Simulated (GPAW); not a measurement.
# Surface energy and work function of Au(110) from slabs of 4 to 14 layers (RPBE)

How do energy and work function of Au(110) films settle with thickness, and what surface energy follows?

Set-up. GPAW 26.7.0, plane waves at 450 eV with PAW setups; symmetric 1×1 slabs cut at the tabulated lattice constant (two decimals; low-temperature values for the alkali metals), atoms at bulk places, 7.5 Å of vacuum on each side, one in-plane mesh for all thicknesses, Fermi-Dirac smearing of 0.1 eV. Energies are extrapolated to zero smearing and count from the program's reference atoms. Functional RPBE. The cell's area is 11.771 Å².

The runs, one held back:

| layers | energy (eV) | work function (eV) |
| --- | --- | --- |
| 4 | −9.1395 | 4.79 |
| 5 | −11.6707 | 4.79 |
| 6 | −14.1444 | 4.79 |
| 7 | −16.6659 | 4.77 |
| 8 | −19.1422 | 4.80 |
| 9 | −21.6626 | 4.76 |
| 10 | −24.1465 | 4.81 |
| 11 | −26.6534 | 4.76 |
| 12 | −29.1395 | 4.80 |
| 14 | ? | ? |

**Question.** What surface energy do these runs give, and what energy and work function should the 14-layer slab have?

Worked answer. A slab of n layers has E(n) = nε + 2Aγ once its middle is bulk-like. A line through n = 6 to 12 has the slope ε = −2.4987 eV a layer and the intercept 2Aγ = 0.8380 eV (r.m.s. residual 9.2 meV). So γ = 0.8380 / (2 × 11.771 Å²) = 0.0356 eV/Å² = 0.57 J/m², with a standard error of about 0.01 J/m² from the scatter about the line. For 14 layers: 0.8380 + 14 × (−2.4987) = −34.144 eV; the run gives −34.138 eV, 6.8 meV over the line. The work function has no such law: from 6 to 12 layers it moves between 4.76 and 4.81 eV (mean 4.78), and the 14-layer slab gives 4.80 eV. The thinnest slab, 4 layers, lies +0.01 eV from that mean. The values go up and down with thickness, as expected where levels confined across the film cross the Fermi level one by one. The measured value for this face is 5.16 eV (“Anisotropic work function of elemental crystals” (2019, arxiv:1902.07811)), for a face that reconstructs.

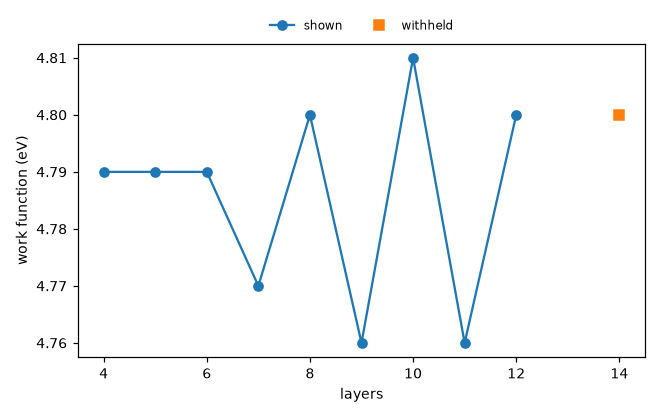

Work function against thickness.

**Limits.** The surfaces are unrelaxed, so γ is an upper bound for this functional and lattice constant. The tabulated lattice constant isn't the functional's own, which strains the slab a little. Spin-orbit coupling is left out.
